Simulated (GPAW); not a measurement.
# Quasiparticle gap of BN (F-43m) in GPAW

Aim: the G0W0 gap of BN (F-43m) on PBE, step by step.

Program: GPAW 26.7.0. Level of theory: PBE and many-body steps on it, plane waves. Results are calculated unless marked as measured.

## 1. The starting structure

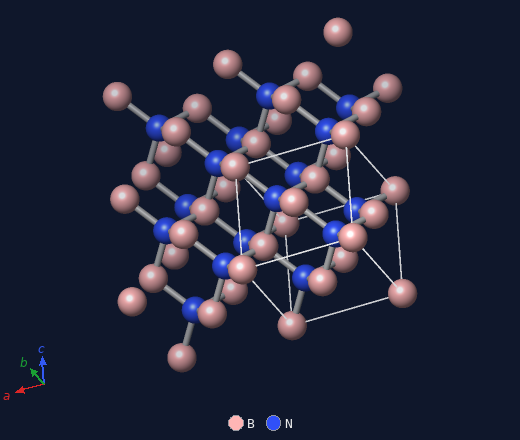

The starting structure, seen from a free direction (boron pink, nitrogen blue). 2×1×2 cells are drawn. This picture shows the conventional cell, with its axes. Bonds to atoms that aren't drawn are left out. Some periodic images of atoms are drawn too.

The cell and positions come from the Crystallography Open Database and are kept as given unless a step says otherwise.

## 2. Ground state

This step: GPAW 26.7.0; DFT, PBE, plane waves, PAW.

The ground-state density comes first.

The input, run.py:

```python
import json
import numpy as np
from gpaw.mpi import world
from ase import Atoms
from gpaw import GPAW, PW, FermiDirac

atoms = Atoms(['B', 'N'],
    cell=[[0.0000000000, 1.8075000000, 1.8075000000],
      [1.8075000000, 0.0000000000, 1.8075000000],
      [1.8075000000, 1.8075000000, 0.0000000000]],
    scaled_positions=[[0.0000000000, 0.0000000000, 0.0000000000],
      [0.2500000000, 0.2500000000, 0.2500000000]],
    pbc=(True, True, True))
calc = GPAW(mode=PW(600),
    xc='PBE',
    kpts={'size': (12, 12, 12), 'gamma': True},
    occupations=FermiDirac(0.001),
    nbands=-7,
    convergence={'density': 1e-6, 'bands': -3},
    maxiter=100,
    txt='gs.txt')
atoms.calc = calc
res = {'energy': atoms.get_potential_energy()}
kpts = calc.get_ibz_k_points()
res['kpts'] = kpts
res['eigenvalues'] = [calc.get_eigenvalues(kpt=k) for k in range(len(kpts))]
res['n_electrons'] = calc.get_number_of_electrons()
calc.write('gs.gpw')

if world.rank == 0:
    with open('result.json', 'w') as f:
        json.dump(res, f, default=lambda x: x.tolist())
```

Launch:

```
> mpirun -n 4 gpaw python run.py
```

Numbers of over 12 decimals in the logs are rounded to 6 here.

Output:

```text
__  _  _
 | _ |_)|_||  |
 |__||  | ||/\| - 26.7.0

Input parameters:
  mode=PW(ecut=600.0),
  convergence={'density': 1e-06, 'bands': -3},
  kpts=MonkhorstPack(size=(12, 12, 12), gamma=True),
  maxiter=100,
  nbands=-7,
  occupations=Occupations(name='fermi-dirac', width=0.001, fixmagmom=False),
  xc=XC(name='PBE')
  [... matrices ...]
Diagonalizing LCAO Hamiltonian
Converting LCAO to pw mode

          N
       B

Atoms  # Å, Bohr magnetons
|   | symbol |        x |        y |        z |    initial magnetic moments |
| 0 |      B | 0.000000 | 0.000000 | 0.000000 | ( 0.0000,  0.0000,  0.0000) |
| 1 |      N | 0.903750 | 0.903750 | 0.903750 | ( 0.0000,  0.0000,  0.0000) |

Unit cell  # Å
| periodic |        x |        y |        z |  lengths |    angles |
|      yes | 0.000000 | 1.807500 | 1.807500 | 2.556191 | 60.000000 |
|      yes | 1.807500 | 0.000000 | 1.807500 | 2.556191 | 60.000000 |
|      yes | 1.807500 | 1.807500 | 0.000000 | 2.556191 | 60.000000 |

Number of symmetries: 24
Symmetry operations  # r_c * U_cc + t_c -> r_c
|    | kind |            matrix            |
|  0 |  E   |  1, 0, 0,  0, 1, 0,  0, 0, 1 |
|  1 |  σ   |  1, 0, 0,  0, 0, 1,  0, 1, 0 |
|  2 |  σ   |  1, 0,-1,  0, 1,-1,  0, 0,-1 |
|  3 |  C3  |  1, 0,-1,  0, 0,-1,  0, 1,-1 |
|  4 |  C3  |  1,-1, 0,  0,-1, 1,  0,-1, 0 |
|  5 |  σ   |  1,-1, 0,  0,-1, 0,  0,-1, 1 |
|  6 |  σ   |  0, 1, 0,  1, 0, 0,  0, 0, 1 |
|  7 |  C3  |  0, 1, 0,  0, 0, 1,  1, 0, 0 |
|  8 |  C2  |  0, 1,-1,  1, 0,-1,  0, 0,-1 |
|  9 |  S4  |  0, 1,-1,  0, 0,-1,  1, 0,-1 |
| 10 |  C3  |  0, 0, 1,  1, 0, 0,  0, 1, 0 |
| 11 |  σ   |  0, 0, 1,  0, 1, 0,  1, 0, 0 |
| 12 |  S4  |  0, 0,-1,  1, 0,-1,  0, 1,-1 |
| 13 |  C3  |  0, 0,-1,  0, 1,-1,  1, 0,-1 |
| 14 |  S4  |  0,-1, 1,  1,-1, 0,  0,-1, 0 |
| 15 |  C2  |  0,-1, 1,  0,-1, 0,  1,-1, 0 |
| 16 |  C3  |  0,-1, 0,  1,-1, 0,  0,-1, 1 |
| 17 |  S4  |  0,-1, 0,  0,-1, 1,  1,-1, 0 |
| 18 |  S4  | -1, 1, 0, -1, 0, 1, -1, 0, 0 |
| 19 |  C3  | -1, 1, 0, -1, 0, 0, -1, 0, 1 |
| 20 |  C3  | -1, 0, 1, -1, 1, 0, -1, 0, 0 |
| 21 |  S4  | -1, 0, 1, -1, 0, 0, -1, 1, 0 |
| 22 |  σ   | -1, 0, 0, -1, 1, 0, -1, 0, 1 |
| 23 |  C2  | -1, 0, 0, -1, 0, 1, -1, 1, 0 |

BZ-sampling:
  Number of BZ points: 1728
  Number of IBZ points: 72

  Monkhorst-Pack size: [12, 12, 12]
  Monkhorst-Pack shift: [0.041667, 0.041667, 0.041667]

K-points  # in reciprocal-cell coordinates
|     |                                coordinates |     weight |
|   0 | ( -0.00000000,  -0.00000000,  -0.00000000) | 0.00057870 |
|   1 | (  0.08333333,   0.08333333,  -0.00000000) | 0.00347222 |
|   2 | (  0.08333333,   0.08333333,   0.08333333) | 0.00462963 |
|   3 | (  0.16666667,   0.08333333,   0.08333333) | 0.00694444 |
|   4 | (  0.16666667,   0.16666667,  -0.00000000) | 0.00347222 |
|   5 | (  0.16666667,   0.16666667,   0.08333333) | 0.01388889 |
|   6 | (  0.16666667,   0.16666667,   0.16666667) | 0.00462963 |
|   7 | (  0.25000000,   0.16666667,   0.08333333) | 0.01388889 |
|   8 | (  0.25000000,   0.16666667,   0.16666667) | 0.01388889 |
|   9 | (  0.25000000,   0.25000000,  -0.00000000) | 0.00347222 |
| ... |                                            |            |
|  71 | (  0.50000000,   0.50000000,   0.50000000) | 0.00231481 |

Plane wave coefficients: 411
Cutoff: 600.0 eV

Spin-components: 1 (collinear spins)
Bands:           11
Projectors:      10
Spin-degeneracy: 2
Datatype:        complex128

  Storage: CPU
  Wave functions: 5_208_192 bytes (1_302_048 per core)
  Projectors: 9_942_912 bytes (2_485_728 per core)
  [... matrices ...]
Parallelization:
  kpt:    4
  domain: 1
  band:   1

Density:
  Valence electrons: 8.0
  Components: 1
  Grid points: [15 15 15]
  Charge: 0.0  # |e|

Potential:
  Grid points: [15 15 15]

species:
  B:
    name:    Boron
    Z:       5.0
    valence: 3
    core:    2
    charge:  0.0  # [|e|]
    compensation charges:
      type: gauss
      rc: 0.20  # [Å]
      lmax: 2
    cutoffs:
      filter: 1.14  # [Å]
      core: 1.38  # [Å]
    projectors
    | kind |    occ | energy [eV] | rcut [Å] |
    |   2s |  2.000 |      -9.443 |    0.635 |
    |   2p |  1.000 |      -3.606 |    0.635 |
    |    s |        |      17.768 |    0.635 |
    |    p |        |      23.605 |    0.635 |
    |    d |        |       0.000 |    0.635 |

    Using partial waves for B as LCAO basis

  N:
    name:    Nitrogen
    Z:       7.0
    valence: 5
    core:    2
    charge:  0.0  # [|e|]
    compensation charges:
      type: gauss
      rc: 0.18  # [Å]
      lmax: 2
    cutoffs:
      filter: 1.11  # [Å]
      core: 0.96  # [Å]
    projectors
    | kind |    occ | energy [eV] | rcut [Å] |
    |   2s |  2.000 |     -18.583 |    0.603 |
    |   2p |  3.000 |      -7.089 |    0.529 |
    |    s |        |       8.629 |    0.603 |
    |    p |        |      20.123 |    0.529 |
    |    d |        |       0.000 |    0.577 |

    Using partial waves for N as LCAO basis

Reference energy: -2151.211071  # eV

eigensolver:
  PPCG
  Converge bands: -3
  niter=2

density mixing:
  MSR1-Mixer
  Pratt-step length: 0.05
  Maximum mixing coefficient: 0.75
  Old densities: 10
  SVD Regularization: 0.005
  Good broyden scale: 1.0
  Trust region scale: 1.0
  Backstep threshold: 4.0
  History deletion threshold: 6.0
  Fourier metric: weight=20.0, sigma=0.015

occupation numbers:
  Fermi-Dirac:
    width: 0.0010  # eV

poisson solver:
  ecut: 4800.0  # eV

xc functional:
  name: PBE with 2 nearest neighbor stencil

Initialization done in: 1.253 s

convergence criteria:
- Maximum integral of absolute [dens]ity change: 1e-06 electrons / valence electron
- Maximum [total energy] change in last 3 cyles: 0.0005 eV / valence electron
- Maximum integral of absolute [eigenst]ate change: 4e-08 eV^2 / valence electron
maximum number of iterations: 100

SCF iterations
|iter     |     time |      energy | eigst |  dens |
|iter:   1|  |  -18.122923 | +1.23 |       |
|iter:   2|  |  -17.956520 | -0.56 | -0.74 |
|iter:   3|  |  -17.327259 | -1.08 | -0.79 |
|iter:   4|  |  -17.319305 | -2.37 | -1.38 |
|iter:   5|  |  -17.318938 | -3.15 | -1.83 |
|iter:   6|  |  -17.319000c| -4.70 | -2.59 |
|iter:   7|  |  -17.319000c| -6.32 | -3.56 |
|iter:   8|  |  -17.319000c| -8.07c| -4.31 |
|iter:   9|  |  -17.319000c| -8.40c| -5.43 |
|iter:  10|  |  -17.319000c| -9.38c| -6.12c|

Converged in 10 steps
SCF loop duration: 1.822 s (0.182 s/step)
Energy contributions relative to reference atoms: (reference = -2151.211071)
  [... matrices ...]
Energy contributions:
  Kinetic:          15.379270
  Coulomb:         -14.392317
  Zero:             -0.001229
  External:          0.000000
  Xc:              -18.304724
  Entropy:          -0.000000
  Spinorbit:         0.000000
  ----------------------------
  Free energy:     -17.319000
  Extrapolated:    -17.319000

dipole moment: (-7.307154, -7.307154, -7.307154)  # |e|*Ang

Fermi level: 12.317
Eigenvalues  # (at kpt = [-0.000, -0.000, -0.000])
| band index |      eig [eV] | occ [0-2] |
|          0 |       -10.152 |     2.000 |
|          1 |        10.095 |     2.000 |
|          2 |        10.095 |     2.000 |
|          3 |        10.095 |     2.000 |
|          4 |        18.923 |     0.000 |
|          5 |        18.923 |     0.000 |
|          6 |        18.923 |     0.000 |
|          7 |        20.427 |     0.000 |
|          8 |        34.855 |     0.000 |
|          9 |        37.983 |     0.000 |
|         10 |        38.126 |     0.000 |

Gap: 4.457 eV
Transition (v -> c):
  (s=0, k=0, n=3, [-0.00, -0.00, -0.00]) -> (s=0, k=65, n=4, [0.50, 0.50, -0.00])
Direct/indirect transitions are different
Direct gap: 8.828 eV
Transition at: (s=0, k=0, n=3, [-0.00, -0.00, -0.00])
# Writing to gs.gpw (mode='')
  [... matrices ...]
```

It took 4.9 s on 4 MPI ranks of Arm Neoverse V1, shared host; peak memory 0.56 GiB; 19 s of CPU time.

This step gave:

```
total energy               : -17.32 eV
gap                        : 4.457 eV
k of the valence top       : 0, 0, 0
k of the conduction bottom : 0.5, 0.5, 0
least direct gap           : 8.828 eV
```

The gap is indirect, with the least direct gap 4.37 eV higher.

## 3. Bands along the symmetry lines

The cheap functional maps the bands first; the places of the edges decide which points the dearer methods must see.

The input, run.py:

```python
import json
import numpy as np
from gpaw.mpi import world
from gpaw import GPAW

path = [[0.000000, 0.000000, 0.000000],
    [-0.062500, -0.062500, 0.000000],
    [-0.125000, -0.125000, 0.000000],
    [-0.187500, -0.187500, 0.000000],
    [-0.250000, -0.250000, 0.000000],
    [-0.312500, -0.312500, 0.000000],
    [-0.375000, -0.375000, 0.000000],
    [-0.437500, -0.437500, 0.000000],
    [-0.500000, -0.500000, 0.000000],
    [-0.484375, -0.484375, 0.031250],
    [-0.468750, -0.468750, 0.062500],
    [-0.453125, -0.453125, 0.093750],
    [-0.437500, -0.437500, 0.125000],
    [-0.421875, -0.421875, 0.156250],
    [-0.406250, -0.406250, 0.187500],
    [-0.390625, -0.390625, 0.218750],
    [-0.375000, -0.375000, 0.250000],
    [-0.375000, 0.000000, 0.375000],
    [-0.328125, 0.000000, 0.328125],
    [-0.281250, 0.000000, 0.281250],
    [-0.234375, 0.000000, 0.234375],
    [-0.187500, 0.000000, 0.187500],
    [-0.140625, 0.000000, 0.140625],
    [-0.093750, 0.000000, 0.093750],
    [-0.046875, 0.000000, 0.046875],
    [0.000000, 0.000000, 0.000000],
    [0.000000, 0.000000, 0.062500],
    [0.000000, 0.000000, 0.125000],
    [0.000000, 0.000000, 0.187500],
    [0.000000, 0.000000, 0.250000],
    [0.000000, 0.000000, 0.312500],
    [0.000000, 0.000000, 0.375000],
    [0.000000, 0.000000, 0.437500],
    [-0.000000, -0.000000, 0.500000],
    [-0.062500, -0.031250, 0.468750],
    [-0.125000, -0.062500, 0.437500],
    [-0.187500, -0.093750, 0.406250],
    [-0.250000, -0.125000, 0.375000],
    [-0.312500, -0.156250, 0.343750],
    [-0.375000, -0.187500, 0.312500],
    [-0.437500, -0.218750, 0.281250],
    [-0.500000, -0.250000, 0.250000],
    [-0.500000, -0.281250, 0.218750],
    [-0.500000, -0.312500, 0.187500],
    [-0.500000, -0.343750, 0.156250],
    [-0.500000, -0.375000, 0.125000],
    [-0.500000, -0.406250, 0.093750],
    [-0.500000, -0.437500, 0.062500],
    [-0.500000, -0.468750, 0.031250],
    [-0.500000, -0.500000, 0.000000]]
calc = GPAW('gs.gpw').fixed_density(kpts=path,
    symmetry='off',
    nbands=14,
    convergence={'bands': 10},
    txt='bands.txt')
res = {}
kpts = calc.get_ibz_k_points()
res['kpts'] = kpts
res['eigenvalues'] = [calc.get_eigenvalues(kpt=k) for k in range(len(kpts))]
res['n_electrons'] = calc.get_number_of_electrons()

if world.rank == 0:
    with open('result.json', 'w') as f:
        json.dump(res, f, default=lambda x: x.tolist())
```

Launch:

```
> mpirun -n 4 gpaw python run.py
```

Output:

```text
Diagonalizing LCAO Hamiltonian
Converting LCAO to pw mode
convergence criteria:
- Maximum integral of absolute [eigenst]ate change: 4e-08 eV^2 / valence electron
maximum number of iterations: 100

SCF iterations
|iter     |     time |      energy | eigst |  dens |
|iter:   1|  |             | +2.44 |       |
|iter:   2|  |             | +0.60 |       |
|iter:   3|  |             | -1.06 |       |
|iter:   4|  |             | -3.12 |       |
|iter:   5|  |             | -5.30 |       |
|iter:   6|  |             | -6.73 |       |
|iter:   7|  |             | -8.26c|       |
SCF steps: 7
  __  _  _
 | _ |_)|_||  |
 |__||  | ||/\| - 26.7.0

Input parameters:
  mode=PW(ecut=600.0),
  convergence={'bands': 10},
  gpts=array([15, 15, 15]),
  kpts=KPoints(kpts=array([[ 0.      ,  0.      ,  0.      ],
         [-0.0625  , -0.0625  ,  0.      ],
         [-0.125   , -0.125   ,  0.      ],
         [-0.1875  , -0.1875  ,  0.      ],
[...]
[-0.484375, -0.484375,  0.03125 ],
[...]
[-0.453125, -0.453125,  0.09375 ],
[...]
[-0.421875, -0.421875,  0.15625 ],
[...]
[-0.390625, -0.390625,  0.21875 ],
[...]
[-0.328125,  0.      ,  0.328125],
[...]
[-0.234375,  0.      ,  0.234375],
[...]
[-0.140625,  0.      ,  0.140625],
[...]
[-0.046875,  0.      ,  0.046875],
         [ 0.      ,  0.      ,  0.      ],
         [ 0.      ,  0.      ,  0.0625  ],
         [ 0.      ,  0.      ,  0.125   ],
[...]
[ 0.      ,  0.      ,  0.375   ],
         [ 0.      ,  0.      ,  0.4375  ],
[...]
[-0.5     , -0.4375  ,  0.0625  ],
         [-0.5     , -0.46875 ,  0.03125 ],
         [-0.5     , -0.5     ,  0.      ]])),
  maxiter=100,
  nbands=14,
  occupations=Occupations(name='fermi-dirac', width=0.001, fixmagmom=False),
  parallel={},
  symmetry=Symmetry(point_group=False, time_reversal=False),
  xc=XC(name='PBE')
  [... matrices ...]
timing:  # [seconds]
  Total: 0.026  # ━━━━━━━━━━━━━━━━━━━━━━━━━━━━━━━━━━━━━━━━━━━━━━━━━━━━━━━━━━━
```

Run time: 3.9 s. Hardware: 4 MPI ranks; peak memory 0.46 GiB; 15 s of CPU time.

Numbers from this step:

```
gap                        : 4.457 eV
k of the valence top       : 0, 0, 0
k of the conduction bottom : -0.5, -0.5, 0
least direct gap           : 8.828 eV
```

The gap is 4.457 eV, as in the run before at this level.

Electronic bands along the path, in eV, zero at the top of the highest filled band; v1 is the highest filled band, c1 the lowest empty one:

```csv
point,v4,v3,v2,v1,c1,c2,c3,c4
Γ,-20.25,0.00,0.00,0.00,8.83,8.83,8.83,10.33
X,-14.67,-8.91,-4.90,-4.90,4.46,9.23,17.96,17.96
U,-14.59,-8.13,-7.67,-4.08,6.91,12.88,15.84,16.70
jump to K,-14.59,-8.13,-7.67,-4.08,6.91,12.88,15.84,16.70
Γ,-20.25,0.00,0.00,0.00,8.83,8.83,8.83,10.33
L,-16.04,-10.69,-1.93,-1.93,10.14,10.72,10.72,15.27
W,-14.36,-7.58,-6.97,-6.51,9.61,13.31,14.51,14.68
X,-14.67,-8.91,-4.90,-4.90,4.46,9.23,17.96,17.96
```

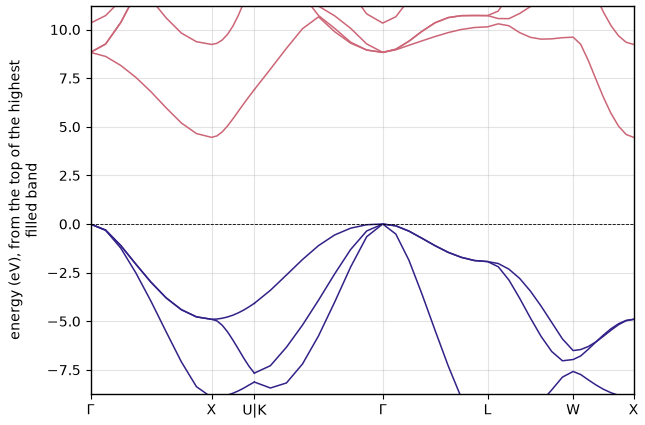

Electronic bands along the path; lines of filled and empty bands in two colours.

## 4. Empty states on the mesh, 6×6×6 mesh, 59 bands

The sums over transitions need many empty states on a uniform mesh; this step solves for them.

The input, run.py:

```python
import json
import numpy as np
from gpaw.mpi import world
from gpaw import GPAW

calc = GPAW('gs.gpw').fixed_density(kpts={'size': (6, 6, 6), 'gamma': True},
    parallel={'domain': 1, 'band': 1},
    txt='nscf.txt')
calc.diagonalize_full_hamiltonian(nbands=59)
calc.write('full.gpw', mode='all')
res = {}
kpts = calc.get_ibz_k_points()
res['kpts'] = kpts
res['eigenvalues'] = [calc.get_eigenvalues(kpt=k) for k in range(len(kpts))]
res['n_electrons'] = calc.get_number_of_electrons()

if world.rank == 0:
    with open('result.json', 'w') as f:
        json.dump(res, f, default=lambda x: x.tolist())
```

Launch:

```
> mpirun -n 4 gpaw python run.py
```

Output:

```text
Diagonalizing LCAO Hamiltonian
Converting LCAO to pw mode
convergence criteria:
- Maximum integral of absolute [eigenst]ate change: 4e-08 eV^2 / valence electron
maximum number of iterations: 100

SCF iterations
|iter     |     time |      energy | eigst |  dens |
|iter:   1|  |             | +1.31 |       |
|iter:   2|  |             | -0.44 |       |
|iter:   3|  |             | -2.56 |       |
|iter:   4|  |             | -4.25 |       |
|iter:   5|  |             | -5.96 |       |
|iter:   6|  |             | -7.36 |       |
|iter:   7|  |             | -8.33c|       |
SCF steps: 7
  __  _  _
 | _ |_)|_||  |
 |__||  | ||/\| - 26.7.0

Input parameters:
  mode=PW(ecut=600.0),
  convergence={'density': 1e-06, 'bands': -3},
  gpts=array([15, 15, 15]),
  kpts=MonkhorstPack(size=(6, 6, 6), gamma=True),
  maxiter=100,
  nbands=11,
  occupations=Occupations(name='fermi-dirac', width=0.001, fixmagmom=False),
  parallel={'domain': 1, 'band': 1},
  xc=XC(name='PBE')
Matrix size: 411x411
# Writing to full.gpw (mode='all')
  [... matrices ...]

timing:  # [seconds]
  Total: 0.556  # ━━━━━━━━━━━━━━━━━━━━━━━━━━━━━━━━━━━━━━━━━━━━━━━━━━━━━━━━━━━
```

It took 3.8 s on 4 MPI ranks; peak memory 0.46 GiB; 15 s of CPU time.

This step gave:

```
gap                                                           : 4.457 eV
k of the valence top                                          : 0, 0, 0
k of the conduction bottom                                    : 0.5, 0.5, 0
least direct gap                                              : 8.828 eV
k points computed                                             : 16
lowest point of the top converged band, above the valence top : 132.6261 eV
```

On this mesh the gap is 4.457 eV.

(Part 1 of 2 ends here.)

[Paths, hosts, dates, memory and timing lines, banners, echoed tables and standing remarks are left out of the program output.]

[Logs are printed without paths, hosts, clocks, repeated set-up lines and the standing remarks that a program may print on its own settings, such as how far it seeks lower states.]

[Runs of the session that timed out or met a known fault of the program may be left out.]

[Hosts, paths, dates, database ids (printed as entryN), source tags and the programs' standing remarks are cut or masked in the printed files.]
